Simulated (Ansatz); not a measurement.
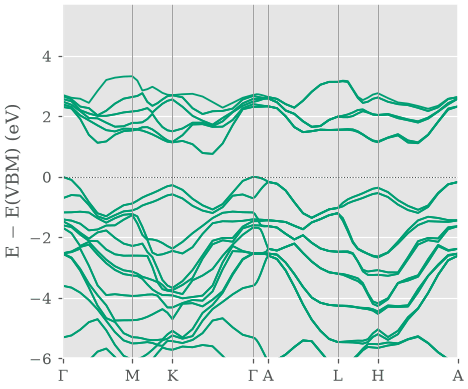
Fig. 1. Band structure from PBE+D3(BJ) with spin–orbit coupling (plane waves, PAW; program Ansatz)

Question: Read off the gap and where the band edges lie.

Answer: About 0.7 eV (0.72 eV by a search for the band edges); maximum at Γ, minimum on the K–Γ line, 45 % of the way from K.

The material is MoSe2 in space group P6_3/mmc (No. 194; Mo on 2c, Se on 4f).

Symmetry was held in the PBE+D3(BJ) relaxation. The run is not spin-polarised.

Potentials: the earlier of the program's two PAW sets.
